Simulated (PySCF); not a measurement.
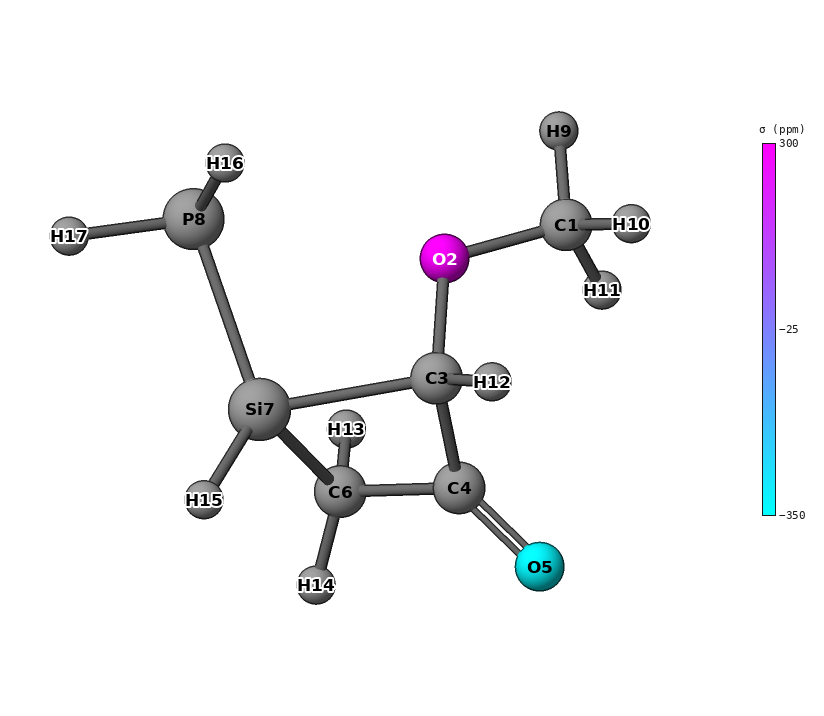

Atoms are coloured by their isotropic NMR shieldings (O only, the others grey). The geometry was computed by an optimisation with GFN2-xTB. No frequency run is at hand to confirm it as a minimum. Method: GIAO PBE0/pcSseg-1 NMR shielding, non-relativistic, gas phase (PySCF 2.14.0).

Give the isotropic NMR shieldings of the O atoms atom by atom.

```
atom  σ (ppm)
  O2    290.9
  O5   −331.5
```

The geometry is semi-empirical. Around P, Si such bond lengths and angles can be off by a tenth of an ångström or more and by several degrees, and values that hang on the shape move with them.
